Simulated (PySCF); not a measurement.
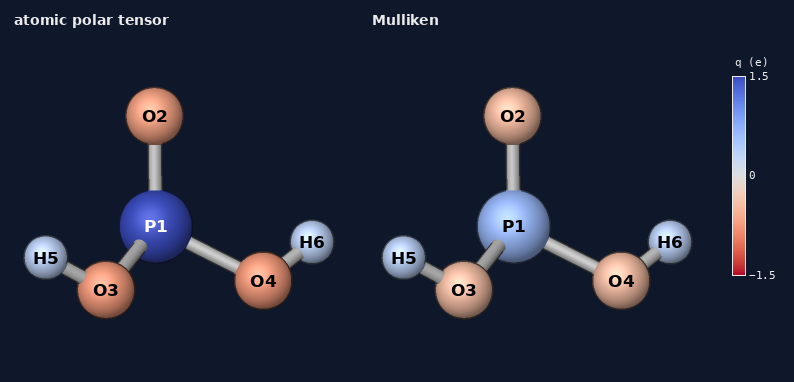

Atomic charges of one calculation by 2 schemes, on one colour scale. Charge 0, doublet. Computed geometry: PBE0/def2-TZVP optimisation. Method: PBE0/def2-TZVP (PySCF 2.14.0).

Question: Which scheme gives the most polar picture (largest mean size of the charges)?

Answer: The atomic polar tensor charges are the largest in size here.

Question: On which atom do the schemes disagree most?

Answer: On P1 (from 0.61 to 1.49 e).

List the charges (e), one line for each set of equivalent atoms.

| atom | atomic polar tensor | Mulliken |
| --- | --- | --- |
| P1 | 1.49 | 0.61 |
| O2 | −0.67 | −0.45 |
| O3, O4 | −0.74 | −0.42 |
| H5, H6 | 0.33 | 0.34 |
